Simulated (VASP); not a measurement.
# Ca3FeRhO6: structure and properties in VASP, part 4 of 9

What structure does Ca3FeRhO6 take at this level, and what are its properties? The start is a cell from a database of measured crystal structures.

VASP 6.6.1; PBEsol, DFT+U (Fe d 3 eV, Rh d 3 eV), spin-polarised from a ferromagnetic start; plane waves and PAW (Ca_sv, Fe, Rh_pv, O).

Still holding for the runs below: The magnetic state follows from one typed start and may not be the lowest.

So far, gap on the k-mesh (eV): step 2 (full relaxation (PBEsol + U)) 1.33; step 3 (second relaxation) 1.33. The relaxed cell has a = 9.106, c = 10.707 Å (conventional setting).

**4. Density, ELF and potential (PBEsol + U)**

A single point on the relaxed cell gives a clean self-consistent state, with density, ELF and potential written out.

INCAR reads:

```
SYSTEM = Ca3FeRhO6
PREC = Accurate
ENCUT = 520
EDIFF = 1E-06
NELM = 100
ISMEAR = 0
SIGMA = 0.05
LREAL = Auto
ALGO = Fast
GGA = PS
NBANDS = 127
ISPIN = 2
MAGMOM = 0 0 0 0 0 0 3 3 0.6 0.6 0 0 0 0 0 0 0 0 0 0 0 0
LDAU = .TRUE.
LDAUTYPE = 2
LDAUL = -1 2 2 -1
LDAUU = 0 3 3 0
LDAUJ = 0 0 0 0
LDAUPRINT = 1
LASPH = .TRUE.
LMAXMIX = 4
LORBIT = 11
LWAVE = .FALSE.
LCHARG = .TRUE.
ISIF = 2
LELF = .TRUE.
LVHAR = .TRUE.
```

POSCAR reads:

```
Ca3FeRhO6
1.0
    4.5530437484      2.6287010338      3.5690670341
   -4.5530437484      2.6287010338      3.5690670341
    0.0000000000     -5.2574020675      3.5690670341
Ca Fe Rh O
6 2 2 12
Direct
    0.6187243910      0.8812756090      0.2500000000
    0.2500000000      0.6187243910      0.8812756090
    0.8812756090      0.2500000000      0.6187243910
    0.3812756090      0.1187243910      0.7500000000
    0.7500000000      0.3812756090      0.1187243910
    0.1187243910      0.7500000000      0.3812756090
    0.2500000000      0.2500000000      0.2500000000
    0.7500000000      0.7500000000      0.7500000000
    0.0000000000      0.0000000000      0.0000000000
    0.5000000000      0.5000000000      0.5000000000
    0.2992439191      0.9623634048      0.0994323076
    0.0994323076      0.2992439191      0.9623634048
    0.9623634048      0.0994323076      0.2992439191
    0.4005676924      0.5376365952      0.2007560809
    0.5376365952      0.2007560809      0.4005676924
    0.2007560809      0.4005676924      0.5376365952
    0.7007560809      0.0376365952      0.9005676924
    0.9005676924      0.7007560809      0.0376365952
    0.0376365952      0.9005676924      0.7007560809
    0.5994323076      0.4623634048      0.7992439191
    0.4623634048      0.7992439191      0.5994323076
    0.7992439191      0.5994323076      0.4623634048
```

KPOINTS reads:

```
Automatic mesh
0
Gamma
4 4 4
0 0 0
```

PAW data sets: Ca_sv, Fe, Rh_pv and O (PBE family, release 64).

The run is started by

```bash
mpirun -np 8 vasp_std
```

The program printed:

```text
[banner, memory and clock lines left out]
running    8 mpi-ranks, on    1 nodes
 distrk:  each k-point on    8 cores,    1 groups
 distr:  one band on    1 cores,    8 groups

 POSCAR found type information on POSCAR CaFeRhO
 POSCAR found :  4 types and      22 ions
 [... a notice as in an earlier step ...]

 [... a notice as in an earlier step ...]

 LDA part: xc-table for (Slater+PW92), standard interpolation
|                                                                             |
|           W    W    AA    RRRRR   N    N  II  N    N   GGGG   !!!           |
|           W    W   A  A   R    R  NN   N  II  NN   N  G    G  !!!           |
|           W    W  A    A  R    R  N N  N  II  N N  N  G       !!!           |
|           W WW W  AAAAAA  RRRRR   N  N N  II  N  N N  G  GGG   !            |
|           WW  WW  A    A  R   R   N   NN  II  N   NN  G    G                |
|           W    W  A    A  R    R  N    N  II  N    N   GGGG   !!!           |
|                                                                             |
|     The number of bands has been changed from the values supplied in        |
|     The orbitals not found in the WAVECAR file will be initialized with     |
|     random numbers, which is usually adequate. For correlated               |
|     calculations, however, you should redo the groundstate calculation.     |
|     I found NBANDS = 127. Now, NBANDS = 128.                                |
|                                                                             |

 POSCAR, INCAR and KPOINTS ok, starting setup
 FFT: planning ... GRIDC
 FFT: planning ... GRID_SOFT
 FFT: planning ... GRID
 WAVECAR not read
 entering main loop
       N       E                     dE             d eps       ncg     rms          rms(c)
DAV:   1     0.227415746951E+04    0.22742E+04   -0.86684E+04  6664   0.149E+03
DAV:   2     0.124701287875E+03   -0.21495E+04   -0.20045E+04  6728   0.468E+02
DAV:   3    -0.156797188711E+03   -0.28150E+03   -0.26565E+03  8312   0.167E+02
DAV:   4    -0.173843069451E+03   -0.17046E+02   -0.16747E+02  9536   0.428E+01
DAV:   5    -0.175320189303E+03   -0.14771E+01   -0.14715E+01 12496   0.995E+00    0.583E+01
RMM:   6    -0.155193319373E+03    0.20127E+02   -0.18305E+02  8721   0.415E+01    0.870E+01
RMM:   7    -0.150410742632E+03    0.47826E+01   -0.37883E+01  8221   0.198E+01    0.310E+01
RMM:   8    -0.149629134925E+03    0.78161E+00   -0.55333E+00  9199   0.677E+00    0.189E+01
RMM:   9    -0.150112273964E+03   -0.48314E+00   -0.39326E+00 10176   0.489E+00    0.143E+01
RMM:  10    -0.149669683650E+03    0.44259E+00   -0.12133E+00 10100   0.375E+00    0.331E+00
RMM:  11    -0.149639289782E+03    0.30394E-01   -0.41974E-01 11244   0.156E+00    0.898E-01
RMM:  12    -0.149662354455E+03   -0.23065E-01   -0.17111E-01 12711   0.740E-01    0.504E-01
RMM:  13    -0.149672164798E+03   -0.98103E-02   -0.81026E-02 12756   0.466E-01    0.347E-01
RMM:  14    -0.149677206681E+03   -0.50419E-02   -0.43793E-02 12736   0.321E-01    0.233E-01
RMM:  15    -0.149679368437E+03   -0.21618E-02   -0.19223E-02 12792   0.242E-01    0.147E-01
RMM:  16    -0.149680503671E+03   -0.11352E-02   -0.11737E-02 12977   0.188E-01    0.378E-02
RMM:  17    -0.149681181715E+03   -0.67804E-03   -0.66807E-03 13076   0.137E-01    0.323E-02
RMM:  18    -0.149681578124E+03   -0.39641E-03   -0.39514E-03 12890   0.106E-01    0.261E-02
RMM:  19    -0.149681819449E+03   -0.24133E-03   -0.24148E-03 12690   0.843E-02    0.130E-02
RMM:  20    -0.149681978285E+03   -0.15884E-03   -0.15616E-03 12691   0.677E-02    0.800E-03
RMM:  21    -0.149682081450E+03   -0.10316E-03   -0.10430E-03 12270   0.553E-02    0.104E-02
RMM:  22    -0.149682151779E+03   -0.70329E-04   -0.70080E-04 12172   0.458E-02    0.792E-03
RMM:  23    -0.149682201439E+03   -0.49660E-04   -0.49079E-04 12020   0.382E-02    0.502E-03
WARNING in EDDRMM: call to ZHEGV failed, returncode =   6  3      8
RMM:  24    -0.149682236423E+03   -0.34984E-04   -0.33407E-04 11879   0.324E-02    0.275E-03
RMM:  25    -0.149682259172E+03   -0.22749E-04   -0.24035E-04 11459   0.274E-02    0.481E-03
RMM:  26    -0.149682276341E+03   -0.17169E-04   -0.16993E-04 11115   0.233E-02    0.363E-03
RMM:  27    -0.149682288928E+03   -0.12587E-04   -0.12567E-04 10661   0.202E-02    0.436E-03
RMM:  28    -0.149682298174E+03   -0.92463E-05   -0.89838E-05 10563   0.176E-02    0.272E-03
RMM:  29    -0.149682305635E+03   -0.74609E-05   -0.68767E-05 10210   0.155E-02    0.726E-04
RMM:  30    -0.149682310590E+03   -0.49544E-05   -0.50333E-05  9726   0.133E-02    0.839E-04
RMM:  31    -0.149682314061E+03   -0.34712E-05   -0.37400E-05  9381   0.116E-02    0.231E-03
RMM:  32    -0.149682316912E+03   -0.28509E-05   -0.28578E-05  9096   0.102E-02    0.236E-03
RMM:  33    -0.149682318951E+03   -0.20397E-05   -0.22004E-05  8560   0.888E-03    0.377E-03
RMM:  34    -0.149682320641E+03   -0.16892E-05   -0.16905E-05  8274   0.787E-03    0.384E-03
 num prob RMM:  35    -0.149682321895E+03   -0.12543E-05   -0.12638E-05  7756   0.681E-03    0.410E-03
WARNING in EDDRMM: call to ZHEGV failed, returncode =   6  3     10
RMM:  36    -0.149682322925E+03   -0.10301E-05   -0.10138E-05  7497   0.607E-03    0.395E-03
WARNING in EDDRMM: call to ZHEGV failed, returncode =   6  3     10
RMM:  37    -0.149682323696E+03   -0.77116E-06   -0.78304E-06  7017   0.535E-03
   1 F= -.14968232E+03 E0= -.14968232E+03  d E =-.454693E-19  mag=    10.0000
```

Run time: 5.9 min. Hardware: 8 MPI ranks of Intel Xeon 6975P-C (Granite Rapids), shared host; peak memory 1.8 GiB.

OUTCAR, selected parts (step 4):

```text
 Found     13 irreducible k-points:

   k-points           NKPTS =     13   k-points in BZ     NKDIM =     13   number of bands    NBANDS=    128

   NELECT =     178.0000    total number of electrons

atom =   7  type =  2  l = 2

 onsite density matrix

spin component  1

  0.9769 -0.0000 -0.0000 -0.0088 -0.0000
 -0.0000  1.0177  0.0000 -0.0000 -0.0088
 -0.0000  0.0000  0.9788 -0.0000 -0.0000
 -0.0088 -0.0000 -0.0000  1.0177  0.0000
 -0.0000 -0.0088 -0.0000  0.0000  0.9769

spin component  2

  0.1345  0.0000 -0.0000 -0.0257  0.0000
  0.0000  0.2717 -0.0000  0.0000 -0.0257
 -0.0000 -0.0000  0.1209 -0.0000 -0.0000
 -0.0257  0.0000 -0.0000  0.2717  0.0000
  0.0000 -0.0257 -0.0000  0.0000  0.1345

 occupancies and eigenvectors

  o =  0.1209  v =  0.0000  0.0000  0.0000  0.0000  0.0000  0.0000  0.0000  1.0000  0.0000  0.0000      0.0000  0.0000  0.0000  0.0000  0.0000  0.0000  0.0000  0.0000  0.0000  0.0000
  o =  0.1298  v =  0.0000  0.0000  0.0000  0.0000  0.0000  0.0000  0.1783 -0.0000  0.0000  0.9840      0.0000  0.0000  0.0000  0.0000  0.0000  0.0000  0.0000  0.0000  0.0000  0.0000
  o =  0.1298  v =  0.0000  0.0000  0.0000  0.0000  0.0000 -0.9840  0.0000 -0.0000 -0.1783  0.0000      0.0000  0.0000  0.0000  0.0000  0.0000  0.0000  0.0000  0.0000  0.0000  0.0000
  o =  0.2763  v =  0.0000  0.0000  0.0000  0.0000  0.0000 -0.1783  0.0000  0.0000  0.9840 -0.0000      0.0000  0.0000  0.0000  0.0000  0.0000  0.0000  0.0000  0.0000  0.0000  0.0000
  o =  0.2763  v =  0.0000  0.0000  0.0000  0.0000  0.0000  0.0000  0.9840 -0.0000 -0.0000 -0.1783      0.0000  0.0000  0.0000  0.0000  0.0000  0.0000  0.0000  0.0000  0.0000  0.0000
  o =  0.9751  v =  0.0000 -0.2021 -0.0000  0.0000 -0.9794  0.0000  0.0000  0.0000  0.0000  0.0000      0.0000  0.0000  0.0000  0.0000  0.0000  0.0000  0.0000  0.0000  0.0000  0.0000
  o =  0.9751  v = -0.9794 -0.0000 -0.0000 -0.2021 -0.0000  0.0000  0.0000  0.0000  0.0000  0.0000      0.0000  0.0000  0.0000  0.0000  0.0000  0.0000  0.0000  0.0000  0.0000  0.0000
  o =  0.9788  v =  0.0000  0.0000 -1.0000  0.0000  0.0000  0.0000  0.0000  0.0000  0.0000  0.0000      0.0000  0.0000  0.0000  0.0000  0.0000  0.0000  0.0000  0.0000  0.0000  0.0000
  o =  1.0195  v =  0.2021 -0.0000 -0.0000 -0.9794 -0.0000  0.0000  0.0000  0.0000  0.0000  0.0000      0.0000  0.0000  0.0000  0.0000  0.0000  0.0000  0.0000  0.0000  0.0000  0.0000
  o =  1.0195  v =  0.0000  0.9794  0.0000 -0.0000 -0.2021  0.0000  0.0000  0.0000  0.0000  0.0000      0.0000  0.0000  0.0000  0.0000  0.0000  0.0000  0.0000  0.0000  0.0000  0.0000

atom =   8  type =  2  l = 2

 onsite density matrix

spin component  1

  0.9769 -0.0000 -0.0000 -0.0088 -0.0000
 -0.0000  1.0177  0.0000  0.0000 -0.0088
 -0.0000  0.0000  0.9788  0.0000 -0.0000
 -0.0088  0.0000  0.0000  1.0177  0.0000
 -0.0000 -0.0088 -0.0000  0.0000  0.9769

spin component  2

  0.1345  0.0000 -0.0000 -0.0257  0.0000
  0.0000  0.2717 -0.0000 -0.0000 -0.0257
 -0.0000 -0.0000  0.1209 -0.0000 -0.0000
 -0.0257 -0.0000 -0.0000  0.2717  0.0000
  0.0000 -0.0257 -0.0000  0.0000  0.1345

 occupancies and eigenvectors

  o =  0.1209  v =  0.0000  0.0000  0.0000  0.0000  0.0000  0.0000  0.0000  1.0000  0.0000  0.0000      0.0000  0.0000  0.0000  0.0000  0.0000  0.0000  0.0000  0.0000  0.0000  0.0000
  o =  0.1298  v =  0.0000  0.0000  0.0000  0.0000  0.0000 -0.0000  0.1783 -0.0000 -0.0000  0.9840      0.0000  0.0000  0.0000  0.0000  0.0000  0.0000  0.0000  0.0000  0.0000  0.0000
  o =  0.1298  v =  0.0000  0.0000  0.0000  0.0000  0.0000 -0.9840 -0.0000  0.0000 -0.1783 -0.0000      0.0000  0.0000  0.0000  0.0000  0.0000  0.0000  0.0000  0.0000  0.0000  0.0000
  o =  0.2763  v =  0.0000  0.0000  0.0000  0.0000  0.0000 -0.1783 -0.0001  0.0000  0.9840  0.0000      0.0000  0.0000  0.0000  0.0000  0.0000  0.0000  0.0000  0.0000  0.0000  0.0000
  o =  0.2763  v =  0.0000  0.0000  0.0000  0.0000  0.0000 -0.0000  0.9840 -0.0000  0.0001 -0.1783      0.0000  0.0000  0.0000  0.0000  0.0000  0.0000  0.0000  0.0000  0.0000  0.0000
  o =  0.9751  v =  0.0000 -0.2021 -0.0000  0.0000 -0.9794  0.0000  0.0000  0.0000  0.0000  0.0000      0.0000  0.0000  0.0000  0.0000  0.0000  0.0000  0.0000  0.0000  0.0000  0.0000
  o =  0.9751  v = -0.9794 -0.0000 -0.0000 -0.2021 -0.0000  0.0000  0.0000  0.0000  0.0000  0.0000      0.0000  0.0000  0.0000  0.0000  0.0000  0.0000  0.0000  0.0000  0.0000  0.0000
  o =  0.9788  v =  0.0000  0.0000 -1.0000  0.0000  0.0000  0.0000  0.0000  0.0000  0.0000  0.0000      0.0000  0.0000  0.0000  0.0000  0.0000  0.0000  0.0000  0.0000  0.0000  0.0000
  o =  1.0195  v =  0.2021 -0.0000 -0.0000 -0.9794 -0.0000  0.0000  0.0000  0.0000  0.0000  0.0000      0.0000  0.0000  0.0000  0.0000  0.0000  0.0000  0.0000  0.0000  0.0000  0.0000
  o =  1.0195  v =  0.0000 -0.9794 -0.0000 -0.0000  0.2021  0.0000  0.0000  0.0000  0.0000  0.0000      0.0000  0.0000  0.0000  0.0000  0.0000  0.0000  0.0000  0.0000  0.0000  0.0000

atom =   9  type =  3  l = 2

 onsite density matrix

spin component  1

spin component  2

 occupancies and eigenvectors

  o =  0.4419  v =  0.3369 -0.7167  0.0000 -0.4580 -0.4037  0.0000  0.0000  0.0000  0.0000  0.0000      0.0000  0.0000  0.0000  0.0000  0.0000  0.0000  0.0000  0.0000  0.0000  0.0000
[...]
o =  0.9054  v =  0.0000  0.0000  0.0000  0.0000  0.0000  0.4761 -0.4322 -0.0000  0.3348  0.6888      0.0000  0.0000  0.0000  0.0000  0.0000  0.0000  0.0000  0.0000  0.0000  0.0000
  o =  0.9210  v = -0.6990  0.3214 -0.0000  0.4161  0.4847  0.0000  0.0000  0.0000  0.0000  0.0000      0.0000  0.0000  0.0000  0.0000  0.0000  0.0000  0.0000  0.0000  0.0000  0.0000
  o =  0.9210  v =  0.4847 -0.4161  0.0000  0.3214  0.6990  0.0000  0.0000  0.0000  0.0000  0.0000      0.0000  0.0000  0.0000  0.0000  0.0000  0.0000  0.0000  0.0000  0.0000  0.0000
  o =  0.9324  v = -0.0000  0.0000  1.0000 -0.0000 -0.0000  0.0000  0.0000  0.0000  0.0000  0.0000      0.0000  0.0000  0.0000  0.0000  0.0000  0.0000  0.0000  0.0000  0.0000  0.0000

 E-fermi :   5.0073

 spin component 1
 k-point     1 :       0.0000    0.0000    0.0000
  band No.  band energies     occupation
    ...
     90       3.5253      1.00000
     91       3.5339      1.00000
     92       4.3928      1.00000
     93       4.5738      1.00000
     94       4.5738      1.00000
     95       7.7114      0.00000
     96       7.7114      0.00000
     97       7.8124      0.00000
     98       7.8124      0.00000
     99       8.2586      0.00000
    ...

 k-point     2 :       0.2500    0.0000   -0.0000
  band No.  band energies     occupation
    ...
     90       3.8937      1.00000
     91       3.9981      1.00000
     92       4.2956      1.00000
     93       4.5100      1.00000
     94       4.5140      1.00000
     95       7.7329      0.00000
     96       7.7420      0.00000
     97       7.8229      0.00000
     98       7.8531      0.00000
     99       8.7190      0.00000
    ...

 k-point     3 :       0.5000    0.0000   -0.0000
  band No.  band energies     occupation
    ...
     90       3.9700      1.00000
     91       4.2707      1.00000
     92       4.2707      1.00000
     93       4.3916      1.00000
     94       4.3916      1.00000
     95       7.7512      0.00000
     96       7.7512      0.00000
     97       7.8723      0.00000
     98       7.8723      0.00000
     99       9.4240      0.00000
    ...

 k-point     4 :       0.2500    0.2500   -0.0000
  band No.  band energies     occupation
    ...
     90       4.0807      1.00000
     91       4.2193      1.00000
     92       4.3007      1.00000
     93       4.3279      1.00000
     94       4.4092      1.00000
     95       7.7691      0.00000
     96       7.7848      0.00000
     97       7.8519      0.00000
     98       7.9051      0.00000
     99       9.1301      0.00000
    ...

  Total       -0.0562406     -0.0562406     -0.1214509      0.0000000     -0.0000000      0.0000000
  in kB       -0.3515695     -0.3515695     -0.7592110      0.0000000     -0.0000000      0.0000000
  external PRESSURE =      -0.4874500 kB  Pullay stress =       0.0000000 kB

 POSITION                                       TOTAL-FORCE (eV/Angst)
 -----------------------------------------------------------------------------------
     -1.19541      2.62870      6.24587        -0.003059     -0.000000     -0.000000
     -1.67882     -2.34960      6.24587         0.001530     -0.002650     -0.000000
      2.87423     -0.27910      6.24587         0.001530      0.002650     -0.000000
      1.19541     -2.62870      4.46133         0.003059      0.000000     -0.000000
      1.67882      2.34960      4.46133        -0.001530      0.002650     -0.000000
     -2.87423      0.27910      4.46133        -0.001530     -0.002650     -0.000000
      0.00000      0.00000      2.67680         0.000000     -0.000000     -0.000000
      0.00000      0.00000      8.03040        -0.000000      0.000000     -0.000000
      0.00000      0.00000      0.00000         0.000000     -0.000000     -0.000000
      0.00000      0.00000      5.35360        -0.000000      0.000000     -0.000000
     -3.01921      2.79363      4.85764         0.003356     -0.005806     -0.000971
     -0.90975     -4.01153      4.85764         0.003350      0.005809     -0.000971
      3.92896      1.21790      4.85764        -0.006706     -0.000003     -0.000971
     -0.62408      1.41080      4.06503        -0.006706      0.000003      0.000971
      1.53383     -0.16493      4.06503         0.003356      0.005806      0.000971
     -0.90975     -1.24587      4.06503         0.003350     -0.005809      0.000971
      3.01921     -2.79363      5.84956        -0.003356      0.005806      0.000971
      0.90975      4.01153      5.84956        -0.003350     -0.005809      0.000971
     -3.92896     -1.21790      5.84956         0.006706      0.000003      0.000971
      0.62408     -1.41080      6.64218         0.006706     -0.000003     -0.000971
     -1.53383      0.16493      6.64218        -0.003356     -0.005806     -0.000971
      0.90975      1.24587      6.64218        -0.003350      0.005809     -0.000971
 -----------------------------------------------------------------------------------
    total drift:                                0.000000     -0.000000      0.000000

  FREE ENERGIE OF THE ION-ELECTRON SYSTEM (eV)
  ---------------------------------------------------
  free  energy   TOTEN  =      -149.6823236960 eV

  energy  without entropy=     -149.6823236960  energy(sigma->0) =     -149.68232370

 total charge
# of ion       s       p       d       tot
------------------------------------------
    1        2.030   5.866   0.284   8.180
    2        2.030   5.866   0.284   8.180
    3        2.030   5.866   0.284   8.180
    4        2.030   5.866   0.284   8.180
    5        2.030   5.866   0.284   8.180
    6        2.030   5.866   0.284   8.180
    7        0.367   0.505   5.876   6.748
    8        0.367   0.505   5.876   6.748
    9        0.377   6.406   7.176  13.959
   10        0.377   6.406   7.176  13.959
   11        1.554   3.435   0.000   4.989
   12        1.554   3.435   0.000   4.989
   13        1.554   3.435   0.000   4.989
   14        1.554   3.435   0.000   4.989
   15        1.554   3.435   0.000   4.989
   16        1.554   3.435   0.000   4.989
   17        1.554   3.435   0.000   4.989
   18        1.554   3.435   0.000   4.989
   19        1.554   3.435   0.000   4.989
   20        1.554   3.435   0.000   4.989
   21        1.554   3.435   0.000   4.989
   22        1.554   3.435   0.000   4.989
--------------------------------------------------
tot         32.310  90.240  27.810 150.360

[... 13 parts as in an earlier step ...]

[... 9 further parts left out ...]
```

With spin, VASP writes an ELF for each channel.

Numbers from this step:

```
SCF cycles                     : 37
bands                          : 128
Fermi energy                   : 5.007 eV
pressure                       : -0.04875 GPa
gap on the k-mesh              : 1.327 eV
least direct gap on the k-mesh : 1.329 eV
```

Valence electrons inside each PAW sphere by angular momentum. Sphere charges, by row:

```tsv
atom	s (e)	p (e)	d (e)	tot (e)
Ca1	2.03	5.866	0.284	8.18
Ca2	2.03	5.866	0.284	8.18
Ca3	2.03	5.866	0.284	8.18
Ca4	2.03	5.866	0.284	8.18
Ca5	2.03	5.866	0.284	8.18
Ca6	2.03	5.866	0.284	8.18
Fe7	0.367	0.505	5.876	6.748
Fe8	0.367	0.505	5.876	6.748
Rh9	0.377	6.406	7.176	13.96
Rh10	0.377	6.406	7.176	13.96
O11	1.554	3.435	0	4.989
O12	1.554	3.435	0	4.989
O13	1.554	3.435	0	4.989
O14	1.554	3.435	0	4.989
O15	1.554	3.435	0	4.989
O16	1.554	3.435	0	4.989
O17	1.554	3.435	0	4.989
O18	1.554	3.435	0	4.989
O19	1.554	3.435	0	4.989
O20	1.554	3.435	0	4.989
O21	1.554	3.435	0	4.989
O22	1.554	3.435	0	4.989
```

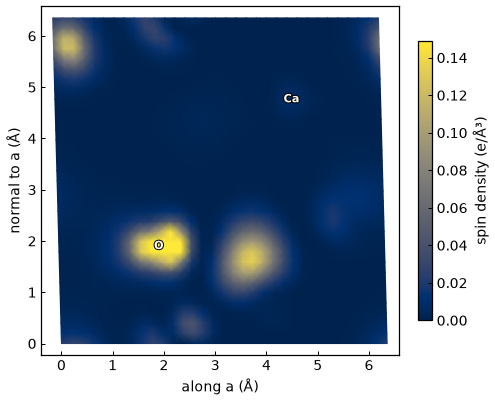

Spin density in the ac plane at fractional y = 0.099, with atoms of Ca and O within 0.2 Å of it. The map starts off the cell's origin, so that atoms lie inside it.

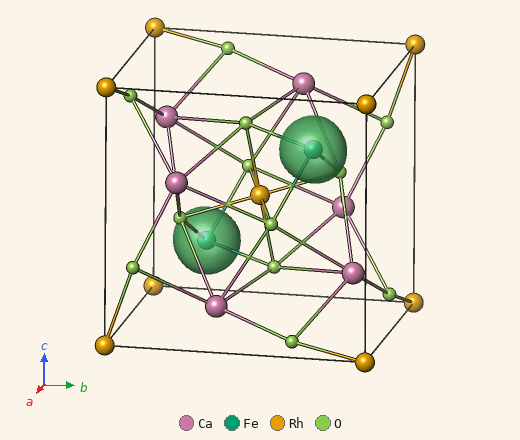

Surface of spin density = 0.33 e/Å³, which holds about 70 % of the integral of its size. Bonds to atoms that aren't drawn are left out.

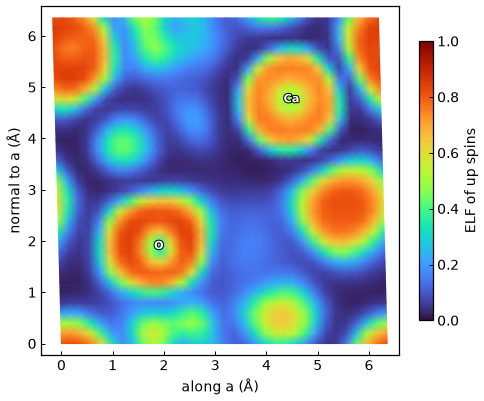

ELF of up spins in the ac plane at fractional y = 0.099, with atoms of Ca and O within 0.2 Å of it. It is the smooth field of the valence electrons, not physical close to the nuclei. The map starts off the cell's origin, so that atoms lie inside it.

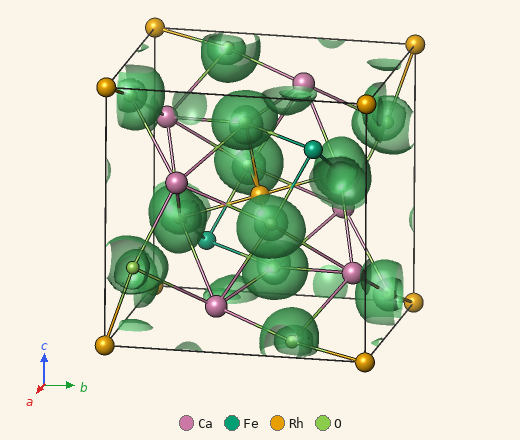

Surface of ELF of up spins = 0.78. Bonds to atoms that aren't drawn are left out.

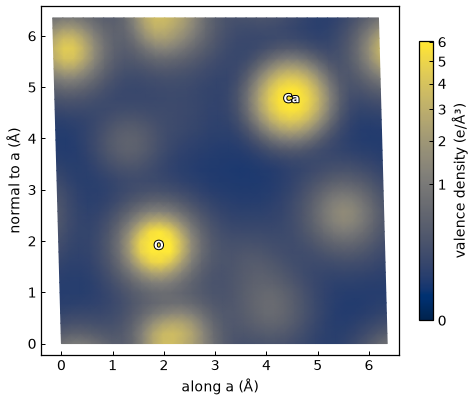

Valence density in the ac plane at fractional y = 0.099, with atoms of Ca and O within 0.2 Å of it. It is the smooth field of the valence electrons, not physical close to the nuclei. The map starts off the cell's origin, so that atoms lie inside it. The colour scale is stretched toward low values.

In this run the pressure is -0.05 GPa, small enough to go on.

(Continued in part 5 of 9.)

[Lines on the potential files, build, host, timing and source positions are cut from VASP's logs without a mark.]

[Logs are printed without paths, hosts, clocks, repeated set-up lines and the standing remarks that a program may print on its own settings, such as how far it seeks lower states.]

[Hosts, paths, dates, database ids (printed as entryN), source tags and the programs' standing remarks are cut or masked in the printed files.]

[A measured line is paired with the nearest computed mode of its activity, which favours agreement.]
